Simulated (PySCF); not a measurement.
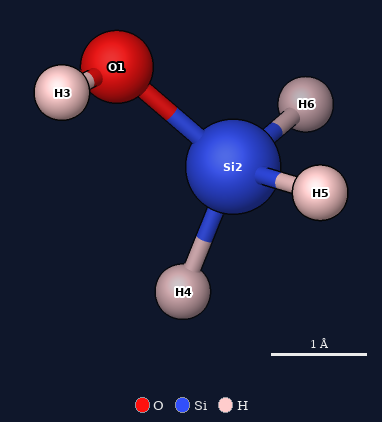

Figure 1. The structure (ball-and-stick view, seen at a tilt; atoms are numbered from 1 in the order of the input). Bond lengths as drawn: H–O 0.96 Å, H–Si 1.49 to 1.50 Å and O–Si 1.67 Å.

# SiH4O: one change and its effect

System: SiH4O.
Method of run 1: GIAO HF/pcSseg-2 NMR shielding, non-relativistic, gas phase (PySCF 2.14.0).

The geometry comes from this level: PBE0-D3(BJ)/def2-SVP. Text and figures count atoms from 1; the logs count them from 0 in places.

### The input, run 1
```
{"job": {"kind": "nmr", "xc": "HF", "basis": "pcSseg-2", "pop": false}, "charge": 0, "multiplicity": 1}
O      1.366451    -0.081325     0.520147
Si    -0.205299     0.132651     0.012406
H      2.047448    -0.059532    -0.157362
H     -0.642299    -0.947137    -0.928514
H     -0.394921     1.445709    -0.682470
H     -1.048795     0.093064     1.236899
```

The first line tells a small driver script what to run in PySCF; the rest is the geometry in Å.

Launched with:
```bash
OMP_NUM_THREADS=1 python <driver script> task.json out
```

Hardware: 1 CPU thread, shared host.

### Output (run 1)
```
final grid: 44624 points
cycle   1  E = -366.1515221600  dE = -1.989e-01  |g| = 5.106e-01  |ddm| = 1.602e+00
cycle   2  E = -366.1925708618  dE = -4.105e-02  |g| = 3.130e-01  |ddm| = 3.731e-01
cycle   3  E = -366.2090697572  dE = -1.650e-02  |g| = 4.242e-02  |ddm| = 1.358e-01
cycle   4  E = -366.2096696161  dE = -5.999e-04  |g| = 8.123e-03  |ddm| = 4.668e-02
cycle   5  E = -366.2096970510  dE = -2.743e-05  |g| = 1.475e-03  |ddm| = 1.106e-02
cycle   6  E = -366.2096982859  dE = -1.235e-06  |g| = 3.935e-04  |ddm| = 2.537e-03
cycle   7  E = -366.2096983825  dE = -9.661e-08  |g| = 1.084e-04  |ddm| = 6.983e-04
cycle   8  E = -366.2096983903  dE = -7.852e-09  |g| = 2.372e-05  |ddm| = 1.833e-04
cycle   9  E = -366.2096983907  dE = -3.612e-10  |g| = 4.645e-06  |ddm| = 3.483e-05
converged SCF energy = -366.2096983907

GIAO shielding tensors (ppm)
atom      isotropic    diamagn.    paramagn.     s11        s22        s33       span
  0 O      328.701     386.791     -58.091    301.366    323.580    361.157     59.791
  1 Si     424.571     872.326    -447.755    390.558    395.491    487.664     97.105
  2 H       30.739      31.156      -0.417     22.387     24.976     44.853     22.466
  3 H       27.122      28.876      -1.753     24.369     25.423     31.575      7.206
  4 H       27.121      28.776      -1.656     24.373     25.424     31.565      7.192
  5 H       27.186      28.595      -1.409     24.540     25.500     31.518      6.978
```

The input of run 2 differs as follows (lines with − go, lines with + come):
```diff
-"xc": "HF"
+"xc": "PBE"
```

How does run 2 compare with run 1?

The total energies belong to different methods, so their difference says nothing on which is more stable or more accurate. The HOMO goes from −12.47 to −7.25 eV. The LUMO goes from 2.39 to −1.02 eV. The dipole moment goes from 1.48 to 1.33 D. Of all shieldings, the largest change is that of Si2, by −65.8 ppm. The method changes from HF to PBE. Exact exchange removes part of the self-interaction error of semilocal functionals, which pushes filled and empty levels apart. The SCF takes 12 iterations against 9.

### Output (run 2)
```
coarse grid: 5192 points
cycle   1  E = -366.8430958387  dE =  3.820e-02  |g| = 8.327e-01  |ddm| = 1.674e+00
cycle   2  E = -366.1626950291  dE =  6.804e-01  |g| = 1.979e+00  |ddm| = 1.920e+00
cycle   3  E = -366.9595945242  dE = -7.969e-01  |g| = 1.244e-01  |ddm| = 1.697e+00
cycle   4  E = -366.9637760061  dE = -4.181e-03  |g| = 3.293e-02  |ddm| = 1.443e-01
cycle   5  E = -366.9640710582  dE = -2.951e-04  |g| = 6.149e-03  |ddm| = 3.091e-02
cycle   6  E = -366.9640787774  dE = -7.719e-06  |g| = 1.678e-03  |ddm| = 5.297e-03
final grid: 44624 points
cycle   7  E = -366.9645268358  dE = -3.538e-05  |g| = 6.801e-03  |ddm| = 1.483e-02
cycle   8  E = -366.9645034169  dE =  2.342e-05  |g| = 1.334e-02  |ddm| = 9.608e-03
cycle   9  E = -366.9645339559  dE = -3.054e-05  |g| = 1.336e-03  |ddm| = 6.649e-03
cycle  10  E = -366.9645342795  dE = -3.236e-07  |g| = 1.945e-04  |ddm| = 1.001e-03
cycle  11  E = -366.9645342884  dE = -8.875e-09  |g| = 1.758e-05  |ddm| = 1.948e-04
cycle  12  E = -366.9645342885  dE = -7.878e-11  |g| = 5.809e-06  |ddm| = 2.362e-05
converged SCF energy = -366.9645342885

GIAO shielding tensors (ppm)
atom      isotropic    diamagn.    paramagn.     s11        s22        s33       span
  0 O      318.251     384.673     -66.422    281.751    317.682    355.320     73.569
  1 Si     358.804     877.076    -518.272    307.430    315.137    453.846    146.416
  2 H       31.285      31.158       0.126     23.456     26.486     43.912     20.455
  3 H       25.814      28.554      -2.740     23.053     24.138     30.253      7.200
  4 H       25.810      28.461      -2.650     23.057     24.136     30.239      7.181
  5 H       26.092      28.286      -2.193     23.620     24.564     30.093      6.473
```

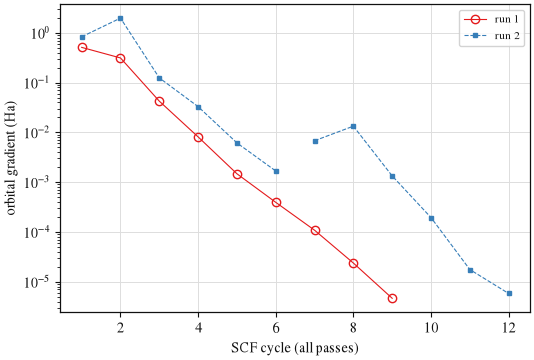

Figure 2. Convergence of the two runs: orbital gradient against the SCF cycle. A break in a curve parts two SCF passes (coarse and final grid). Run 1 takes 9 cycles in all, and run 2 takes 12.

### The two runs side by side

```csv
quantity,run 1,run 2
outcome,converged,converged
total energy (hartree),−366.209698,−366.964534
HOMO (eV),−12.47,−7.25
LUMO (eV),2.39,−1.02
dipole moment (D),1.48,1.33
shielding of O1 (ppm),328.7,318.3
shielding of Si2 (ppm),424.6,358.8
shielding of H3 (ppm),30.7,31.3
shielding of H4 (ppm),27.1,25.8
shielding of H5 (ppm),27.1,25.8
shielding of H6 (ppm),27.2,26.1
SCF iterations,9,12
basis functions,135,135
wall time (shared host),3.8 s,6.5 s
```
